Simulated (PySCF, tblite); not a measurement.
# C₅H₆BClS: geometry, infrared bands and NMR shifts

What infrared bands and NMR shifts should C₅H₆BClS (`Cc1ccc(BCl)s1`) show?

Programs: tblite 0.8.0 and PySCF 2.14.0, with density-fitted response routines of our own. Each step states its level of theory. These are calculated values for one molecule in the gas phase, unless marked as measured. Atoms count from 0, in the outputs and in this text.

**1. Starting geometry**

14 atoms, charge 0, multiplicity 1; geometry from: force field or distance geometry start.

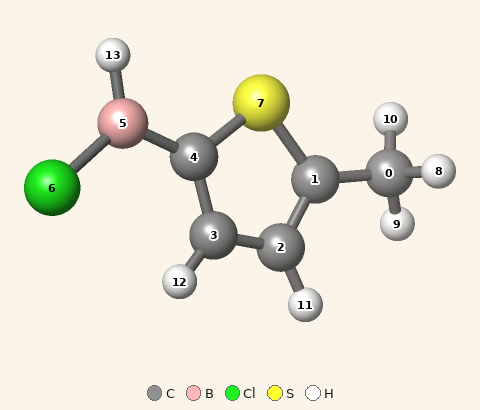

The starting geometry (carbon grey, boron pink, chlorine green, sulfur yellow, hydrogen white), atoms numbered.

**2. Optimising the geometry with GFN2-xTB**

What the job is given:

```
{"job": {"kind": "relax", "xc": "GFN2-xTB", "basis": "xTB"}, "charge": 0, "multiplicity": 1}
C     -2.576500    -0.013700     0.579700
C     -1.115700    -0.048700     0.347300
C     -0.460900    -0.669200    -0.709300
C      0.916200    -0.467700    -0.714800
C      1.359500     0.299400     0.366700
B      2.833400     0.712000     0.655300
Cl     4.219200     0.168000    -0.441700
S      0.040300     0.756600     1.293600
H     -3.015600     0.834300     0.014300
H     -3.054600    -0.960000     0.241900
H     -2.804000     0.121200     1.659400
H     -0.991800    -1.231100    -1.476900
H      1.565500    -0.885000    -1.454500
H      3.084100     1.383300     1.596700
```

Run with:

```sh
$ OMP_NUM_THREADS=1 python probes_run.py task.json out
```

This one command runs all jobs of the session in turn.

Log:

```text
step      E/eV     max force
  0    -620.57916    2.789
  1    -620.78626    1.595
  2    -620.85713    0.977
  3    -620.88388    0.502
  4    -620.89441    0.420
  5    -620.90371    0.276
  6    -620.90611    0.144
  7    -620.90903    0.114
  8    -620.91023    0.119
  9    -620.91187    0.097
 10    -620.91280    0.084
 11    -620.91347    0.063
 12    -620.91388    0.054
 13    -620.91416    0.036
 14    -620.91435    0.036
 15    -620.91453    0.045
 16    -620.91473    0.052
 17    -620.91493    0.043
 18    -620.91507    0.033
 19    -620.91518    0.026
 20    -620.91531    0.032
 21    -620.91543    0.034
 22    -620.91554    0.024
 23    -620.91563    0.024
 24    -620.91572    0.022
 25    -620.91578    0.023
 26    -620.91581    0.018
 27    -620.91584    0.013
 28    -620.91586    0.014
 29    -620.91589    0.018
 30    -620.91593    0.017
 31    -620.91596    0.016
 32    -620.91598    0.014
 33    -620.91601    0.014
 34    -620.91604    0.019
 35    -620.91607    0.016
 36    -620.91609    0.016
 37    -620.91611    0.015
 38    -620.91613    0.012
 39    -620.91614    0.011
 40    -620.91615    0.008
```

It took 1.7 s on 1 thread of Intel Xeon at 2.50GHz, shared host; peak memory 0.18 GiB.

The steps of the relaxation: (not every step is listed)

| step | energy from step 0 (eV) | largest force (eV/Å) |
| --- | --- | --- |
| 0 | 0.0000 | 2.7895 |
| 1 | -0.2071 | 1.5953 |
| 2 | -0.2780 | 0.9770 |
| 3 | -0.3047 | 0.5021 |
| 4 | -0.3152 | 0.4197 |
| 5 | -0.3246 | 0.2761 |
| 6 | -0.3270 | 0.1435 |
| 7 | -0.3299 | 0.1141 |
| 8 | -0.3311 | 0.1191 |
| 10 | -0.3336 | 0.0845 |
| 12 | -0.3347 | 0.0540 |
| 14 | -0.3352 | 0.0357 |
| 16 | -0.3356 | 0.0524 |
| 18 | -0.3359 | 0.0326 |
| 20 | -0.3361 | 0.0321 |
| 22 | -0.3364 | 0.0238 |
| 24 | -0.3366 | 0.0220 |
| 26 | -0.3366 | 0.0182 |
| 28 | -0.3367 | 0.0140 |
| 30 | -0.3368 | 0.0168 |
| 32 | -0.3368 | 0.0145 |
| 34 | -0.3369 | 0.0188 |
| 35 | -0.3369 | 0.0162 |
| 36 | -0.3369 | 0.0156 |
| 37 | -0.3370 | 0.0147 |
| 38 | -0.3370 | 0.0116 |
| 39 | -0.3370 | 0.0110 |
| 40 | -0.3370 | 0.0078 |

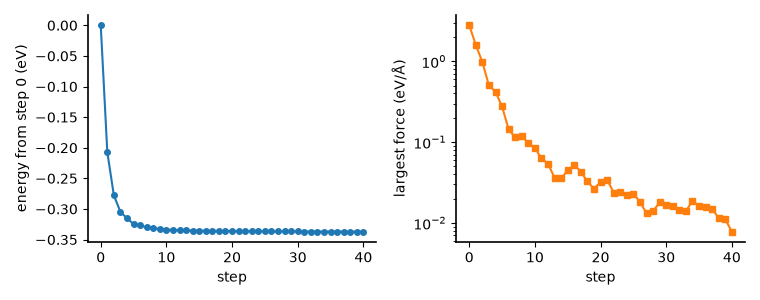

Energy and largest force along the relaxation.

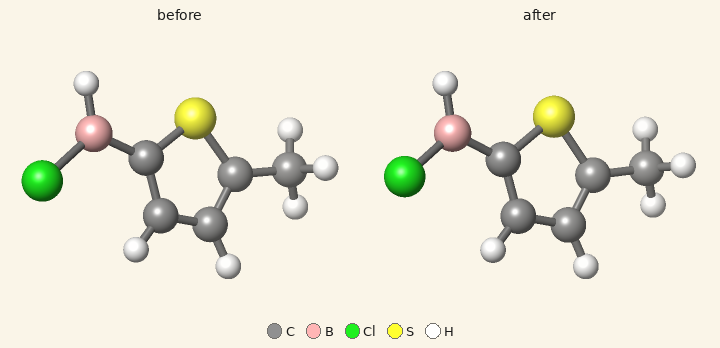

Before and after, at one scale.

Close pairs (by a distance rule), those that changed most:

| bond | before (Å) | after (Å) | change (Å) |
| --- | --- | --- | --- |
| B5–Cl6 | 1.849 | 1.705 | -0.144 |
| C4–S7 | 1.676 | 1.750 | +0.074 |
| C4–B5 | 1.558 | 1.522 | -0.036 |
| C1–S7 | 1.697 | 1.724 | +0.027 |
| C0–H9 | 1.113 | 1.088 | -0.025 |
| C0–H10 | 1.112 | 1.087 | -0.024 |
| C1–C2 | 1.389 | 1.369 | -0.020 |
| C0–H8 | 1.110 | 1.091 | -0.019 |

The next job starts from the end point, and lists it.

**3. Infrared spectrum with GFN2-xTB**

What the job is given:

```
{"job": {"kind": "ir", "xc": "GFN2-xTB", "basis": "xTB"}, "charge": 0, "multiplicity": 1}
C     -2.553620    -0.005946     0.590837
C     -1.096479    -0.044542     0.299699
C     -0.465183    -0.674370    -0.739219
C      0.922159    -0.488378    -0.732542
C      1.387538     0.285855     0.310270
B      2.809052     0.704804     0.655125
Cl     4.092481     0.199008    -0.347027
S      0.034474     0.787980     1.299923
H     -3.019944     0.833590     0.072927
H     -3.031602    -0.922169     0.250118
H     -2.729543     0.117037     1.656749
H     -0.988605    -1.252845    -1.480426
H      1.584464    -0.908205    -1.469697
H      3.054131     1.367707     1.591183
```

Log:

```text
mode    cm-1     km/mol
  1      28.3      0.13
  2      65.7      0.11
  3     112.5      0.34
  4     154.1      2.49
  5     250.7      2.41
  6     264.7      0.10
  7     316.2      0.03
  8     449.4      0.77
  9     493.2      8.54
 10     543.4      0.06
 11     687.0      5.55
 12     703.6     47.88
 13     715.9     14.43
 14     727.1      0.05
 15     769.9     43.80
 16     812.4      9.78
 17     858.4      0.24
 18     977.4     22.77
 19    1000.7     14.01
 20    1024.3     12.42
 21    1072.6     93.68
 22    1161.6    125.12
 23    1176.4     14.49
 24    1203.1    125.59
 25    1348.7     23.81
 26    1398.7      7.51
 27    1444.1    285.30
 28    1465.3     27.61
 29    1470.0     11.17
 30    1544.3      6.16
 31    2615.4     77.46
 32    2988.7     12.14
 33    3031.8     13.89
 34    3043.3      9.46
 35    3118.4     17.79
 36    3128.4     18.59
```

Run time: 1.7 s. Hardware: 1 thread of Intel Xeon at 2.50GHz, shared host; peak memory 0.18 GiB.

The strongest bands and the atoms that carry them (share of the mass-weighted mode):

| cm⁻¹ | km/mol | atoms |
| --- | --- | --- |
| 704 | 47.9 | H13 58 %, B5 33 % |
| 770 | 43.8 | B5 53 %, Cl6 16 %, H13 11 % |
| 1073 | 93.7 | H11 38 %, H12 25 %, H13 14 % |
| 1162 | 125.1 | C4 30 %, B5 19 %, H12 18 %, H13 11 % |
| 1203 | 125.6 | H11 37 %, H12 14 %, B5 12 %, C4 12 % |
| 1444 | 285.3 | C3 31 %, C4 24 %, C2 16 %, C1 14 % |
| 1465 | 27.6 | H9 45 %, H10 29 %, H8 12 % |
| 2615 | 77.5 | H13 92 % |

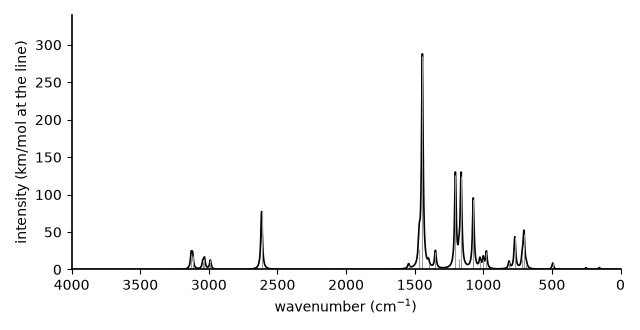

The infrared spectrum from these modes, unscaled. Lines are broadened to a width of 14 cm⁻¹ (Lorentzian).

**4. Shielding tensors: PBE0/pcSseg-1**

Same as in step 3 but for these lines:

```diff
@@ -1,2 +1,2 @@
-{"job": {"kind": "ir", "xc": "GFN2-xTB", "basis": "xTB"}, "charge": 0, "multiplicity": 1}
+{"job": {"kind": "nmr", "xc": "PBE0", "basis": "pcSseg-1"}, "charge": 0, "multiplicity": 1}
 C     -2.553620    -0.005946     0.590837
```

With the program's defaults for keys left out, this is: GIAO PBE0/pcSseg-1 NMR shielding, non-relativistic, gas phase.

Log:

```text
coarse grid: 13488 points
cycle   1  E = -1076.7220635468  dE =  1.302e+00  |g| = 3.506e-01  |ddm| = 3.757e+00
cycle   2  E = -1076.7064544753  dE =  1.561e-02  |g| = 4.319e-01  |ddm| = 8.091e-01
cycle   3  E = -1076.7535075220  dE = -4.705e-02  |g| = 1.039e-01  |ddm| = 5.343e-01
cycle   4  E = -1076.7564040695  dE = -2.897e-03  |g| = 3.053e-02  |ddm| = 1.496e-01
cycle   5  E = -1076.7566011878  dE = -1.971e-04  |g| = 1.239e-02  |ddm| = 4.046e-02
cycle   6  E = -1076.7566415311  dE = -4.034e-05  |g| = 4.921e-03  |ddm| = 2.015e-02
cycle   7  E = -1076.7566474671  dE = -5.936e-06  |g| = 1.365e-03  |ddm| = 5.427e-03
final grid: 122976 points
cycle   8  E = -1076.8040339775  dE = -2.808e-05  |g| = 9.315e-03  |ddm| = 3.187e-02
cycle   9  E = -1076.8040112052  dE =  2.277e-05  |g| = 1.291e-02  |ddm| = 2.259e-02
cycle  10  E = -1076.8040552829  dE = -4.408e-05  |g| = 1.542e-03  |ddm| = 1.550e-02
cycle  11  E = -1076.8040559003  dE = -6.174e-07  |g| = 4.781e-04  |ddm| = 2.381e-03
cycle  12  E = -1076.8040559562  dE = -5.584e-08  |g| = 1.052e-04  |ddm| = 4.844e-04
cycle  13  E = -1076.8040559585  dE = -2.389e-09  |g| = 3.406e-05  |ddm| = 1.127e-04
cycle  14  E = -1076.8040559588  dE = -2.815e-10  |g| = 1.292e-05  |ddm| = 5.194e-05
converged SCF energy = -1076.8040559588

GIAO shielding tensors (ppm)
atom      isotropic    diamagn.    paramagn.     s11        s22        s33       span
  0 C      168.365     243.313     -74.948    153.113    162.422    189.559     36.447
  1 C       17.396     267.235    -249.838    -68.930     -5.687    126.806    195.737
  2 C       54.779     252.217    -197.438    -23.437     48.166    139.606    163.043
  3 C       40.320     253.816    -213.496    -41.904     13.406    149.458    191.363
  4 C       33.346     260.180    -226.834    -42.279     12.436    129.881    172.160
  5 B       48.811     190.203    -141.392     13.756     23.162    109.517     95.762
  6 Cl     742.669    1147.371    -404.702    440.274    700.860   1086.873    646.599
  7 S      216.157    1058.545    -842.387     56.324    237.945    354.203    297.879
  8 H       28.904      27.245       1.658     25.043     26.036     35.632     10.588
  9 H       28.926      27.926       1.000     23.780     27.785     35.214     11.433
 10 H       29.026      27.891       1.135     23.277     28.959     34.841     11.564
 11 H       24.515      32.996      -8.480     21.267     24.739     27.541      6.274
 12 H       23.513      32.394      -8.881     19.633     23.656     27.251      7.618
 13 H       25.348      27.921      -2.572     22.431     24.852     28.763      6.332
```

Run time: 1.7 min. Hardware: 1 thread of Intel Xeon at 2.50GHz, shared host; peak memory 0.81 GiB.

Shifts follow as δ = σ(reference) − σ, with reference shieldings (ppm) from runs at the same level and on the same kind of geometry: 1H TMS 31.72, 13C TMS 186.9, 11B BF3·OEt2 100.1, 33S CS2 504, 35Cl HCl 950. The references are single molecules in the gas phase. Atoms listed in one row are averaged.

| atoms | environment | σ (ppm) | δ (ppm) | δ scaled to CDCl3 |
| --- | --- | --- | --- | --- |
| C1 | substituted aromatic carbon next to the ring sulfur | 17.4 | 169.5 | 159.1 |
| C4 | substituted aromatic carbon next to the ring sulfur | 33.3 | 153.6 | 143.6 |
| C3 | aromatic CH | 40.3 | 146.6 | 141.2 |
| C2 | aromatic CH | 54.8 | 132.1 | 127.1 |
| C0 | methyl carbon on an aromatic ring | 168.4 | 18.6 | 16.2 |
| H12 | hydrogen on an aromatic CH | 23.51 | 8.20 | 7.84 |
| H11 | hydrogen on an aromatic CH | 24.52 | 7.20 | 6.89 |
| H13 | hydrogen on a boron bonded to C, Cl | 25.35 | 6.37 | – |
| H8, H9, H10 | hydrogen on a methyl carbon on an aromatic ring | 28.95 | 2.77 | 2.71 |
| B5 | boron bonded to C, Cl, H | 48.8 | 51.3 | – |
| Cl6 | chlorine bonded to B | 743 | 207 | – |
| S7 | aromatic ring sulfur | 216 | 288 | – |

The scaled column applies a straight-line fit of computed shieldings to shifts measured in CDCl3, with any fitted terms for Cl, Br or S neighbours (root-mean-square error 0.16 ppm for H, 1.9 ppm for C).

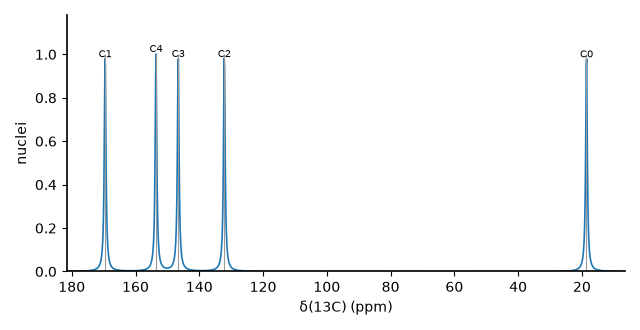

13C lines at the computed shifts, without couplings. Lines are broadened to a width of 0.60 ppm (Lorentzian).

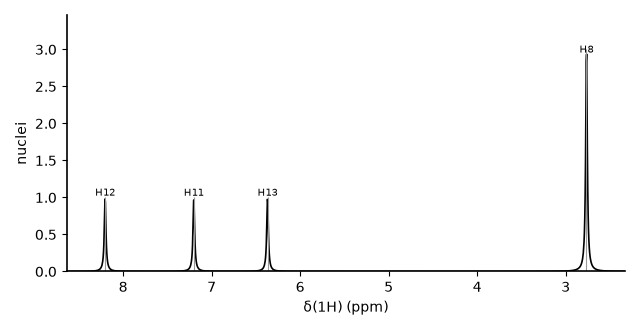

1H lines at the computed shifts, without couplings. Lines are broadened to a width of 0.02 ppm (Lorentzian).

Charges from the same density, by scheme (e):

| atoms | Mulliken | IAO | Hirshfeld | ESP fit |
| --- | --- | --- | --- | --- |
| C0 | -0.11 | -0.43 | -0.12 | -0.55 |
| C1 | -0.50 | -0.11 | 0.00 | 0.22 |
| C2 | 0.03 | -0.20 | -0.08 | -0.30 |
| C3 | -0.01 | -0.12 | -0.05 | -0.17 |
| C4 | -0.51 | -0.29 | -0.12 | -0.08 |
| B5 | 0.42 | 0.03 | 0.10 | 0.18 |
| Cl6 | -0.21 | -0.05 | -0.06 | -0.15 |
| S7 | 0.32 | 0.34 | 0.12 | -0.03 |

Mulliken charges:

C0 -0.11; C1 -0.50; C2 0.03; C3 -0.01; C4 -0.51; B5 0.42; Cl6 -0.21; S7 0.32; H8 0.15; H9 0.13; H10 0.13; H11 0.08; H12 0.09; H13 0.00

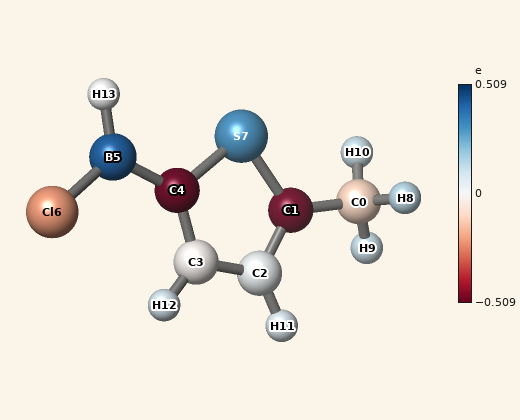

Mulliken charges, as colours on the atoms.

Mayer bond orders: C0–C1 1.05, C1–C2 1.48, C2–C3 1.34, C3–C4 1.49, C4–B5 1.05, B5–Cl6 1.12, C4–S7 1.11, S7–C1 1.23.

Ring of atoms C1, C2, C3, C4, S7: NICS(0) -10.7, NICS(1) -10.9, NICS(1)zz -24.6 ppm (means of both faces).

**5. Results**

```
                                                              quantity                                 value
                             strongest single infrared mode (GFN2-xTB)                 1444 cm⁻¹, 285 km/mol
                                          zero-point energy (GFN2-xTB)                         60.3 kcal/mol
                                13C shifts against TMS (PBE0/pcSseg-1)  169.5, 153.6, 146.6, 132.1, 18.6 ppm
1H shifts against TMS (PBE0/pcSseg-1, means over atoms taken as alike)            8.20, 7.20, 6.37, 2.77 ppm
                           11B shifts against BF3·OEt2 (PBE0/pcSseg-1)                              51.3 ppm
                               35Cl shifts against HCl (PBE0/pcSseg-1)                               207 ppm
                                33S shifts against CS2 (PBE0/pcSseg-1)                               288 ppm
```

What this shows: Relaxing lowered the energy by 0.337 eV in 40 steps; the close pair that moved most is B5–Cl6, from 1.849 to 1.705 Å. All 36 modes are real, so the xTB geometry is a minimum. The strongest single mode, at 1444 cm⁻¹, is carried by C3, C4, C2, C1. GFN2-xTB is a fitted tight-binding method: band positions and strengths are rough. Its intensities can rank the bands wrongly. At PBE0/pcSseg-1: The largest span, 647 ppm, is at Cl6, where the paramagnetic term is -405 ppm. NICS(1)zz of -25 ppm above the planar ring from C1 marks a diatropic (aromatic) ring current.
